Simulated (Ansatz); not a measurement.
**FH₁₀N₃Si: search for a transition state**

Aim: find the saddle point of a ligand exchange through a proton shuttle that is to form Si1–F7, H6–N9, N2–H8 and break Si1–N2, H6–F7, H8–N9, prove it by its vibrations, and relax downhill on both sides to see what it joins.

Program: Ansatz 0.2.0, Gaussian basis. Level of theory: PBE0-D4, def2-SVP first, then def2-TZVP. These are calculated values, not measurements.

### 1 The starting structure

The guess: 15 atoms, charge 0, spin multiplicity 1.

Atoms are counted from 1 here; the program's logs count them from 0.

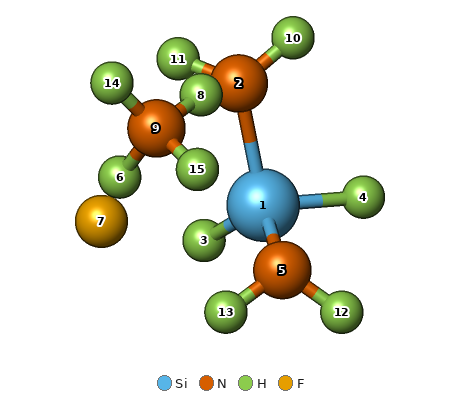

The starting geometry (silicon blue, nitrogen orange, hydrogen green, fluorine amber); atoms are numbered from 1 in the order of the file.

As a file:

```mol
FH10N3Si
  3D, bonds by distance, orders not assigned

 15 12  0  0  0  0  0  0  0  0999 V2000
   -0.8958   -1.0951   -0.1509 Si  0  0
   -0.4451   -0.2619    1.3588 N   0  0
   -0.3764   -2.4426   -0.2771 H   0  0
   -2.3684   -1.2234    0.0038 H   0  0
   -0.7906    0.0921   -1.4231 N   0  0
    1.5160    0.3777   -0.1731 H   0  0
    1.4802   -0.8967   -0.4475 F   0  0
    0.4368    0.9924    0.8365 H   0  0
    1.2181    1.4097    0.2329 N   0  0
   -1.2279   -0.1311    1.9805 H   0  0
    0.2583   -0.7825    1.8611 H   0  0
   -1.5959    0.0989   -2.0289 H   0  0
    0.0296   -0.0047   -2.0016 H   0  0
    1.9398    1.9017    0.7428 H   0  0
    0.8212    1.9653   -0.5143 H   0  0
  1  2  8  0
  1  3  8  0
  1  4  8  0
  1  5  8  0
  2 10  8  0
  2 11  8  0
  5 12  8  0
  5 13  8  0
  6  9  8  0
  8  9  8  0
  9 14  8  0
  9 15  8  0
M  END
```

Distances that are to change: Si1–F7 2.40 Å, H6–N9 1.15 Å, N2–H8 1.62 Å, Si1–N2 1.78 Å, H6–F7 1.30 Å, H8–N9 1.07 Å.

### 2 Constrained relaxation of the guess

hold/in.yaml

```yaml
crystal:
  periodic: [false, false, false]
  atoms:
    - {symbol: Si, position_ang: [-0.895800, -1.095100, -0.150900]}
    - {symbol: N, position_ang: [-0.445100, -0.261900, 1.358800]}
    - {symbol: H, position_ang: [-0.376400, -2.442600, -0.277100]}
    - {symbol: H, position_ang: [-2.368400, -1.223400, 0.003800]}
    - {symbol: N, position_ang: [-0.790600, 0.092100, -1.423100]}
    - {symbol: H, position_ang: [1.516000, 0.377700, -0.173100]}
    - {symbol: F, position_ang: [1.480200, -0.896700, -0.447500]}
    - {symbol: H, position_ang: [0.436800, 0.992400, 0.836500]}
    - {symbol: N, position_ang: [1.218100, 1.409700, 0.232900]}
    - {symbol: H, position_ang: [-1.227900, -0.131100, 1.980500]}
    - {symbol: H, position_ang: [0.258300, -0.782500, 1.861100]}
    - {symbol: H, position_ang: [-1.595900, 0.098900, -2.028900]}
    - {symbol: H, position_ang: [0.029600, -0.004700, -2.001600]}
    - {symbol: H, position_ang: [1.939800, 1.901700, 0.742800]}
    - {symbol: H, position_ang: [0.821200, 1.965300, -0.514300]}
basis:
  gaussian: {orbitals: def2-SVP}
hamiltonian: {xc: pbe0, dispersion: d4}
relax: {f_tol: 0.04, max_steps: 150, escape_saddle: false, constraints: [{distance: [0, 6]}, {distance: [5, 8]}, {distance: [1, 7]}, {distance: [0, 1]}, {distance: [5, 6]}, {distance: [7, 8]}]}
```

Command:

```bash
$ ansatz run in.yaml --threads 8 --pin off --events-out ev --progress --plain --max-ram 19148MiB
```

The log of the run, shortened:

```text
Functional definition: PBE0
  name "PBE0"
  cite "Adamo & Barone, J. Chem. Phys. 110, 6158 (1999) doi:10.1063/1.478522"
  cite "Perdew, Burke & Ernzerhof, Phys. Rev. Lett. 77, 3865 (1996) doi:10.1103/PhysRevLett.77.3865"
  parent pbe
[...]
1340 factors; integrals over basis functions are off by at most 6.6e-4 eV
[...]
mean field -15209.88392030 eV, -558.9529244414 hartree, gradient 5.0e-5 eV, S^2 0.000000; 0 other end points of the search recorded, 0 dependent functions left out
[...]
reference -15209.88394952 eV, -558.9529255151 hartree; 27, 27 occupied and 97, 97 virtual orbitals, 1340 factors
relax step   1: F+E_penalty+E_count = -15210.13614866 eV  Δ(F+E_penalty+E_count) = +0.000e0 eV  max|allowed force component| = 7.199e-1 eV/Å  Δτ_max = 0.0000 Å  (26 SCF iters, accepted)
[...]
relax step   6: F+E_penalty+E_count = -15210.27438208 eV  Δ(F+E_penalty+E_count) = -2.251e-3 eV  max|allowed force component| = 8.396e-2 eV/Å  Δτ_max = 0.0238 Å  (29 SCF iters, accepted)
[...]
relax step   7: F+E_penalty+E_count = -15210.27529776 eV  Δ(F+E_penalty+E_count) = -9.157e-4 eV  max|allowed force component| = 2.434e-2 eV/Å  Δτ_max = 0.0163 Å  (29 SCF iters, accepted)
  distance Si 0 - F 6 held at 2.402646 Å   reaction = +3.0820e-1 eV/Å
  distance H 5 - N 8 held at 1.148305 Å   reaction = -3.3899e-1 eV/Å
  distance N 1 - H 7 held at 1.619819 Å   reaction = -5.6806e-1 eV/Å
[...]
Total energy: -15210.27532767 eV, -558.9673083969 hartree
Atom 0 at    -0.937800    -1.017508    -0.145367 Å, force     0.238126    -0.072999    -0.219932 eV/Å
Atom 1 at    -0.378394    -0.319216     1.396061 Å, force    -0.210556    -0.372011     0.384417 eV/Å
Atom 2 at    -0.617948    -2.465079    -0.271151 Å, force     0.005571    -0.013602     0.000289 eV/Å
Atom 3 at    -2.435400    -0.938993     0.034376 Å, force    -0.012888     0.003889     0.003048 eV/Å
Atom 4 at    -0.695032     0.017745    -1.527058 Å, force     0.005360     0.010577    -0.000893 eV/Å
Atom 5 at     1.512450     0.419547    -0.133390 Å, force     0.083899    -0.686571    -0.190465 eV/Å
Atom 6 at     1.447962    -0.859107    -0.381494 Å, force    -0.282814     0.372770     0.109380 eV/Å
Atom 7 at     0.426450     0.997040     0.902596 Å, force    -0.033160     0.268275     0.092033 eV/Å
Atom 8 at     1.153844     1.440133     0.251851 Å, force     0.221927     0.491646    -0.137793 eV/Å
Atom 9 at    -1.087293    -0.328544     2.126737 Å, force     0.003778     0.006657    -0.004044 eV/Å
Atom 10 at     0.446937    -0.824809     1.718375 Å, force    -0.003533     0.001937    -0.007103 eV/Å
Atom 11 at    -1.485169     0.125885    -2.154282 Å, force    -0.004800    -0.002273    -0.007963 eV/Å
Atom 12 at     0.161978    -0.206438    -2.025518 Å, force    -0.001326     0.006760    -0.012868 eV/Å
Atom 13 at     1.828859     2.045812     0.710598 Å, force     0.000887    -0.000702    -0.004411 eV/Å
Atom 14 at     0.658457     1.913332    -0.502435 Å, force    -0.010473    -0.014354    -0.003694 eV/Å
Dipole moment:     0.038945     0.862161     0.301722 e Å
```

Run time: 10 s. Hardware: 8 threads of Arm Neoverse V1, shared host; peak memory 0.32 GiB.

Relaxation path:

```csv
step,energy from step 1 (eV),largest force component (eV/Å)
1,0.0000,0.7199
2,-0.0944,0.3289
3,-0.1172,0.2143
4,-0.1294,0.1475
5,-0.1360,0.1572
6,-0.1382,0.0840
7,-0.1391,0.0243
```

Close pairs (by a distance rule), those that changed most:

| bond | before (Å) | after (Å) | change (Å) |
| --- | --- | --- | --- |
| Si1–H3 | 1.450 | 1.488 | +0.038 |
| Si1–H4 | 1.486 | 1.510 | +0.024 |
| N2–H11 | 1.009 | 1.020 | +0.011 |
| N2–H10 | 1.008 | 1.018 | +0.010 |
| N5–H13 | 1.008 | 1.016 | +0.008 |
| N5–H12 | 1.008 | 1.015 | +0.007 |
| N9–H15 | 1.012 | 1.019 | +0.007 |
| N9–H14 | 1.011 | 1.016 | +0.005 |

### 3 A starting Hessian

hessian/in.yaml

```yaml
crystal:
  periodic: [false, false, false]
  atoms:
    - {symbol: Si, position_ang: [-0.937800, -1.017508, -0.145367]}
    - {symbol: N, position_ang: [-0.378394, -0.319216, 1.396061]}
    - {symbol: H, position_ang: [-0.617948, -2.465079, -0.271151]}
    - {symbol: H, position_ang: [-2.435400, -0.938993, 0.034376]}
    - {symbol: N, position_ang: [-0.695032, 0.017745, -1.527058]}
    - {symbol: H, position_ang: [1.512450, 0.419547, -0.133390]}
    - {symbol: F, position_ang: [1.447962, -0.859107, -0.381494]}
    - {symbol: H, position_ang: [0.426450, 0.997040, 0.902596]}
    - {symbol: N, position_ang: [1.153844, 1.440133, 0.251851]}
    - {symbol: H, position_ang: [-1.087293, -0.328544, 2.126737]}
    - {symbol: H, position_ang: [0.446937, -0.824809, 1.718375]}
    - {symbol: H, position_ang: [-1.485169, 0.125885, -2.154282]}
    - {symbol: H, position_ang: [0.161978, -0.206438, -2.025518]}
    - {symbol: H, position_ang: [1.828859, 2.045812, 0.710598]}
    - {symbol: H, position_ang: [0.658457, 1.913332, -0.502435]}
basis:
  gaussian: {orbitals: def2-SVP}
hamiltonian: {xc: pbe0, dispersion: d4}
phonons: {}
scf: {lower_state_search: off}
```

Command:

```bash
$ ansatz run in.yaml --threads 8 --pin off --events-out ev --progress --plain --max-ram 19148MiB
```

The log of the run, shortened:

```text
Functional definition: PBE0
  name "PBE0"
  cite "Adamo & Barone, J. Chem. Phys. 110, 6158 (1999) doi:10.1063/1.478522"
  cite "Perdew, Burke & Ernzerhof, Phys. Rev. Lett. 77, 3865 (1996) doi:10.1103/PhysRevLett.77.3865"
  parent pbe
[...]
1342 factors; integrals over basis functions are off by at most 5.9e-4 eV
[...]
mean field -15210.02319074 eV, -558.9580425355 hartree, gradient 8.8e-6 eV, S^2 0.000000; 0 other end points of the search recorded, 0 dependent functions left out
[...]
reference -15210.02322071 eV, -558.9580436372 hartree; 27, 27 occupied and 97, 97 virtual orbitals, 1342 factors
[... from here to the last solve, the lines of the solves are left out (89 solves) ...]
1342 factors; integrals over basis functions are off by at most 5.9e-4 eV
mean field -15210.02313133 eV, -558.9580403526 hartree, gradient 1.1e-6 eV, S^2 0.000000; 0 other end points of the search recorded, 0 dependent functions left out
[...]
WARN: phonons: modes at or below zero, which the zero-point energy, F, S and C_V leave out: 1, the lowest at -203.96 cm⁻¹. A minimum has none, and a first-order saddle one
[...]
Atom 6 at     1.447962    -0.859107    -0.381494 Å, force    -0.283884     0.372968     0.109834 eV/Å
Atom 7 at     0.426450     0.997040     0.902596 Å, force    -0.033101     0.269824     0.093305 eV/Å
Atom 8 at     1.153844     1.440133     0.251851 Å, force     0.222358     0.492515    -0.138163 eV/Å
Atom 9 at    -1.087293    -0.328544     2.126737 Å, force     0.003777     0.006756    -0.004065 eV/Å
Atom 10 at     0.446937    -0.824809     1.718375 Å, force    -0.003691     0.002032    -0.006915 eV/Å
Atom 11 at    -1.485169     0.125885    -2.154282 Å, force    -0.004759    -0.002338    -0.007999 eV/Å
Atom 12 at     0.161978    -0.206438    -2.025518 Å, force    -0.001191     0.006940    -0.012778 eV/Å
Atom 13 at     1.828859     2.045812     0.710598 Å, force     0.000911    -0.000767    -0.004404 eV/Å
Atom 14 at     0.658457     1.913332    -0.502435 Å, force    -0.010484    -0.014402    -0.003778 eV/Å
Dipole moment:     0.038947     0.862165     0.301727 e Å
[...]
Checks for a lower state left out: stability, starts, cluster_reference, orbital_swaps, neighbouring_geometries, increment
```

It took 67 s on 8 threads of Arm Neoverse V1, shared host; peak memory 0.29 GiB.

The structure is not stationary yet, so these wavenumbers are no spectrum; the search needs only the force constants.

### 4 Saddle search in the small basis

The search itself is an outer loop (partitioned rational-function steps, Bofill update of the Hessian). Each step is one single-point run with forces. It stops when the largest force is under 0.04 eV/Å and the followed curvature is negative. The first step's input:

presaddle/in.yaml

```yaml
crystal:
  periodic: [false, false, false]
  atoms:
    - {symbol: Si, position_ang: [-0.937800, -1.017508, -0.145367]}
    - {symbol: N, position_ang: [-0.378394, -0.319216, 1.396061]}
    - {symbol: H, position_ang: [-0.617948, -2.465079, -0.271151]}
    - {symbol: H, position_ang: [-2.435400, -0.938993, 0.034376]}
    - {symbol: N, position_ang: [-0.695032, 0.017745, -1.527058]}
    - {symbol: H, position_ang: [1.512450, 0.419547, -0.133390]}
    - {symbol: F, position_ang: [1.447962, -0.859107, -0.381494]}
    - {symbol: H, position_ang: [0.426450, 0.997040, 0.902596]}
    - {symbol: N, position_ang: [1.153844, 1.440133, 0.251851]}
    - {symbol: H, position_ang: [-1.087293, -0.328544, 2.126737]}
    - {symbol: H, position_ang: [0.446937, -0.824809, 1.718375]}
    - {symbol: H, position_ang: [-1.485169, 0.125885, -2.154282]}
    - {symbol: H, position_ang: [0.161978, -0.206438, -2.025518]}
    - {symbol: H, position_ang: [1.828859, 2.045812, 0.710598]}
    - {symbol: H, position_ang: [0.658457, 1.913332, -0.502435]}
basis:
  gaussian: {orbitals: def2-SVP}
hamiltonian: {xc: pbe0, dispersion: d4}
output: {forces: true}
scf: {lower_state_search: off}
```

Command:

```bash
$ ansatz run in.yaml --threads 8 --pin off --events-out ev --progress --plain --max-ram 19148MiB
```

Step by step:

| step | energy (eV) | largest force (eV/Å) | followed curvature (eV/Å²) |
| --- | --- | --- | --- |
| 1 | -15210.27546 | 0.6876 | -1.62 |
| 2 | -15210.41979 | 0.2709 | -1.62 |
| 3 | -15210.42968 | 0.2908 | -1.54 |
| 4 | -15210.43111 | 0.2826 | -1.85 |
| 5 | -15210.41332 | 0.7312 | -1.84 |
| 6 | -15210.42741 | 0.2707 | -1.85 |
| 7 | -15210.43673 | 0.0670 | -1.84 |
| 8 | -15210.43326 | 0.1898 | -1.84 |
| 9 | -15210.43802 | 0.1260 | -1.80 |
| 10 | -15210.43577 | 0.1986 | -1.79 |
| 11 | -15210.43864 | 0.1054 | -1.87 |
| 12 | -15210.44064 | 0.0741 | -1.96 |
| 13 | -15210.44093 | 0.0658 | -1.90 |
| 14 | -15210.44149 | 0.0695 | -1.90 |
| 15 | -15210.44064 | 0.1807 | -1.90 |
| 16 | -15210.44164 | 0.1345 | -1.91 |
| 17 | -15210.44143 | 0.2067 | -2.04 |
| 18 | -15210.44086 | 0.2372 | -3.43 |
| 19 | -15210.44214 | 0.0807 | -3.75 |
| 20 | -15210.44167 | 0.1129 | -3.74 |
| 21 | -15210.44238 | 0.0985 | -3.80 |
| 22 | -15210.44216 | 0.0711 | -2.71 |
| 23 | -15210.44237 | 0.0572 | -2.62 |
| 24 | -15210.44224 | 0.0588 | -2.00 |
| 25 | -15210.44224 | 0.0238 | -1.83 |

The 25 steps took 20 s in all (8 threads of Arm Neoverse V1, shared host).

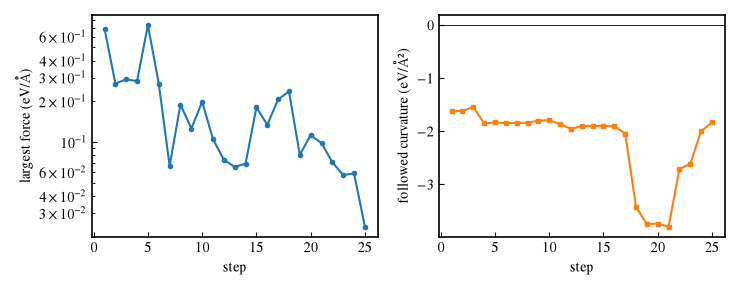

Largest force and followed curvature during the search.

### 5 Saddle search in triple zeta

A small driver takes partitioned rational-function steps: uphill along one mode, downhill along the rest. It calls the program once a step for energy and forces and updates the Hessian by Bofill's formula. It stops when the largest force is under 0.018 eV/Å and the followed curvature is negative. The first step's input:

saddle/in.yaml

```yaml
crystal:
  periodic: [false, false, false]
  atoms:
    - {symbol: Si, position_ang: [-0.781296, -1.027955, -0.148115]}
    - {symbol: N, position_ang: [-0.452695, -0.412342, 1.491739]}
    - {symbol: H, position_ang: [-0.526700, -2.473977, -0.418071]}
    - {symbol: H, position_ang: [-2.304279, -0.979173, -0.051622]}
    - {symbol: N, position_ang: [-0.622939, 0.125788, -1.492677]}
    - {symbol: H, position_ang: [1.459522, 0.309857, -0.031511]}
    - {symbol: F, position_ang: [1.281610, -0.898141, -0.242521]}
    - {symbol: H, position_ang: [0.591714, 1.288221, 1.031938]}
    - {symbol: N, position_ang: [1.193265, 1.445017, 0.203771]}
    - {symbol: H, position_ang: [-1.257647, -0.464542, 2.110019]}
    - {symbol: H, position_ang: [0.345087, -0.859944, 1.937475]}
    - {symbol: H, position_ang: [-1.489779, 0.273510, -2.001838]}
    - {symbol: H, position_ang: [0.118504, -0.113218, -2.147193]}
    - {symbol: H, position_ang: [1.909806, 2.154863, 0.327832]}
    - {symbol: H, position_ang: [0.535725, 1.631836, -0.569328]}
basis:
  gaussian: {orbitals: def2-TZVP}
hamiltonian: {xc: pbe0, dispersion: d4}
output: {forces: true}
scf: {lower_state_search: off}
```

Command:

```bash
$ ansatz run in.yaml --threads 8 --pin off --events-out ev --progress --plain --max-ram 19148MiB
```

The driver's record:

```csv
step,energy (eV),largest force (eV/Å),followed curvature (eV/Å²)
1,-15222.11459,0.3048,-1.83
2,-15222.12090,0.7388,-1.83
3,-15222.13604,0.2047,-1.82
4,-15222.11960,0.5900,-1.85
5,-15222.13667,0.1422,-1.84
6,-15222.13824,0.0876,-1.84
7,-15222.13839,0.1217,-1.86
8,-15222.13881,0.0430,-1.87
9,-15222.13880,0.0621,-1.87
10,-15222.13891,0.0256,-1.93
11,-15222.13894,0.0225,-1.92
12,-15222.13899,0.0098,-1.90
```

The 12 steps took 20 s in all (8 threads of Arm Neoverse V1, shared host).

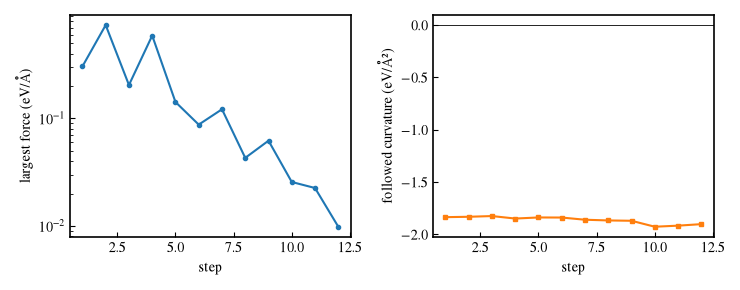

Largest force and followed curvature during the search.

Geometry at the end of the search:

```
Si   -0.74080   -1.03762   -0.15075
N    -0.47298   -0.44065    1.49154
H    -0.51242   -2.47614   -0.44375
H    -2.26188   -0.98544   -0.06713
N    -0.61906    0.12606   -1.48258
H     1.46608    0.36708    0.00467
F     1.26198   -0.93343   -0.22850
H     0.64517    1.36756    1.06181
N     1.19606    1.44714    0.20038
H    -1.29979   -0.47934    2.06967
H     0.30226   -0.87195    1.97713
H    -1.50152    0.28701   -1.94601
H     0.08627   -0.10180   -2.17105
H     1.93738    2.13319    0.24236
H     0.51318    1.59813   -0.55789
```

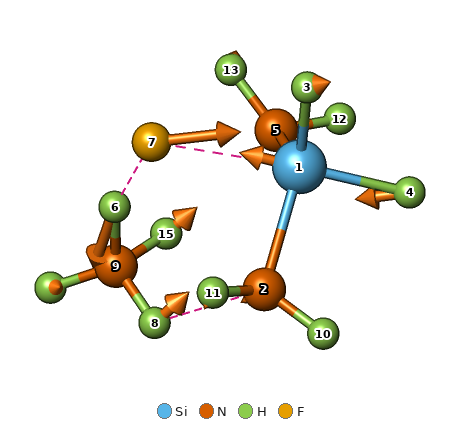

The point found; broken lines mark the pairs that react, arrows the followed mode.

### 6 Checking the order of the point

vib/in.yaml

```yaml
crystal:
  periodic: [false, false, false]
  atoms:
    - {symbol: Si, position_ang: [-0.740805, -1.037621, -0.150754]}
    - {symbol: N, position_ang: [-0.472982, -0.440654, 1.491543]}
    - {symbol: H, position_ang: [-0.512421, -2.476139, -0.443755]}
    - {symbol: H, position_ang: [-2.261879, -0.985435, -0.067129]}
    - {symbol: N, position_ang: [-0.619061, 0.126056, -1.482585]}
    - {symbol: H, position_ang: [1.466076, 0.367080, 0.004673]}
    - {symbol: F, position_ang: [1.261977, -0.933426, -0.228501]}
    - {symbol: H, position_ang: [0.645168, 1.367561, 1.061810]}
    - {symbol: N, position_ang: [1.196055, 1.447139, 0.200380]}
    - {symbol: H, position_ang: [-1.299787, -0.479341, 2.069673]}
    - {symbol: H, position_ang: [0.302256, -0.871949, 1.977134]}
    - {symbol: H, position_ang: [-1.501524, 0.287011, -1.946008]}
    - {symbol: H, position_ang: [0.086267, -0.101795, -2.171046]}
    - {symbol: H, position_ang: [1.937379, 2.133186, 0.242360]}
    - {symbol: H, position_ang: [0.513181, 1.598126, -0.557895]}
basis:
  gaussian: {orbitals: def2-TZVP}
hamiltonian: {xc: pbe0, dispersion: d4}
phonons: {temperatures: {t_min: 298.15, t_max: 900, t_step: 200}}
```

Command:

```bash
$ ansatz run in.yaml --threads 8 --pin off --events-out ev --progress --plain --max-ram 19148MiB
```

The log of the run, shortened:

```text
Functional definition: PBE0
  name "PBE0"
  cite "Adamo & Barone, J. Chem. Phys. 110, 6158 (1999) doi:10.1063/1.478522"
  cite "Perdew, Burke & Ernzerhof, Phys. Rev. Lett. 77, 3865 (1996) doi:10.1103/PhysRevLett.77.3865"
  parent pbe
[...]
1329 factors; their error is unknown
[...]
mean field -15221.88671909 eV, -559.3940191610 hartree, gradient 1.2e-5 eV, S^2 0.000000; 0 other end points of the search recorded, 0 dependent functions left out
[...]
reference -15221.88675078 eV, -559.3940203256 hartree; 27, 27 occupied and 194, 194 virtual orbitals, 1329 factors
[... from here to the last solve, the lines of the solves are left out (89 solves) ...]
1329 factors; their error is unknown
mean field -15221.88663798 eV, -559.3940161803 hartree, gradient 1.6e-6 eV, S^2 0.000000; 0 other end points of the search recorded, 0 dependent functions left out
[...]
WARN: phonons: modes at or below zero, which the zero-point energy, F, S and C_V leave out: 2, the lowest at -166.97 cm⁻¹. A minimum has none, and a first-order saddle one
[...]
Atom 4 at    -0.619061     0.126056    -1.482585 Å, force     0.006731    -0.000540     0.007248 eV/Å
Atom 5 at     1.466076     0.367080     0.004673 Å, force    -0.000783     0.000693    -0.002607 eV/Å
Atom 6 at     1.261977    -0.933426    -0.228501 Å, force     0.001611    -0.000319    -0.001855 eV/Å
Atom 7 at     0.645168     1.367561     1.061810 Å, force    -0.006170     0.002691     0.009393 eV/Å
Atom 8 at     1.196055     1.447139     0.200380 Å, force     0.001555    -0.001068    -0.009524 eV/Å
Atom 9 at    -1.299787    -0.479341     2.069673 Å, force    -0.001498     0.000849     0.000455 eV/Å
Atom 10 at     0.302256    -0.871949     1.977134 Å, force    -0.001025     0.001273    -0.004013 eV/Å
Atom 11 at    -1.501524     0.287011    -1.946008 Å, force    -0.009445     0.004097    -0.005428 eV/Å
Atom 12 at     0.086267    -0.101795    -2.171046 Å, force     0.006210     0.000957     0.000221 eV/Å
Atom 13 at     1.937379     2.133186     0.242360 Å, force    -0.007366    -0.004419    -0.005788 eV/Å
Atom 14 at     0.513181     1.598126    -0.557895 Å, force     0.009828    -0.000730     0.008278 eV/Å
Dipole moment:     0.467043     1.069256     0.164353 e Å
[...]
```

Run time: 2.3 min. Hardware: 8 threads of Arm Neoverse V1, shared host; peak memory 0.65 GiB.

Wavenumbers and character of the modes:

```csv
mode,wavenumber (cm⁻¹),character
1,167i,"changes Si1–F7, H6–N9, N2–H8, H6–F7"
2,55i,bend
3,207,bend
4,241,bend
5,258,"not assigned (largely outside the bonds, angles and torsions drawn)"
6,315,"not assigned (largely outside the bonds, angles and torsions drawn)"
7,367,"not assigned (largely outside the bonds, angles and torsions drawn)"
8,431,torsion
9,462,"not assigned (largely outside the bonds, angles and torsions drawn)"
10,492,"not assigned (largely outside the bonds, angles and torsions drawn)"
11,531,"not assigned (largely outside the bonds, angles and torsions drawn)"
12,564,"not assigned (largely outside the bonds, angles and torsions drawn)"
13,624,bend with torsion
14,646,torsion with bend
15,696,Si–N stretch
16,714,bend with Si–N stretch
17,748,"not assigned (largely outside the bonds, angles and torsions drawn)"
18,818,Si–N stretch with bend
19,901,bend
20,970,bend
21,1044,bend
22,1058,torsion with bend
23,1204,bend
24,1459,bend
25,1481,bend
26,1571,bend
27,1581,bend
28,1658,bend
29,1669,bend
30,2007,Si–H stretch
31,2078,N–H stretch
32,2203,Si–H stretch
33,3291,N–H stretch
34,3395,N–H stretch
35,3557,N–H stretch
36,3559,N–H stretch
37,3624,N–H stretch
38,3654,N–H stretch
39,3656,N–H stretch
```

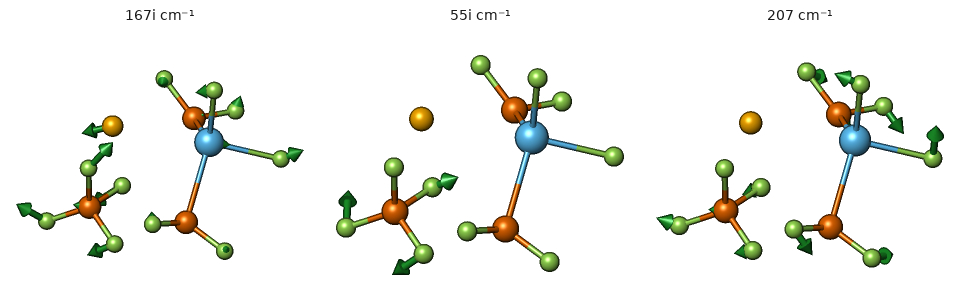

How the atoms move in 3 of the modes.

Vibrational sums (real modes only):

```
T (K)  entropy (J/mol/K)  heat capacity (J/mol/K)
  298               57.3                     91.7
  498              117.8                    144.6
  698              172.6                    180.1
  898              221.2                    205.6
```

### 7 Results

| quantity | value |
| --- | --- |
| imaginary modes | 2 |
| lowest wavenumber | 167i cm⁻¹ |
| Si1–F7 at the point found | 2.007 Å |
| H6–N9 at the point found | 1.130 Å |
| N2–H8 at the point found | 2.169 Å |
| Si1–N2 at the point found | 1.768 Å |
| H6–F7 at the point found | 1.337 Å |
| H8–N9 at the point found | 1.026 Å |

A transition state has exactly one imaginary mode. This point has 2, so it is a saddle of higher order and is not used.
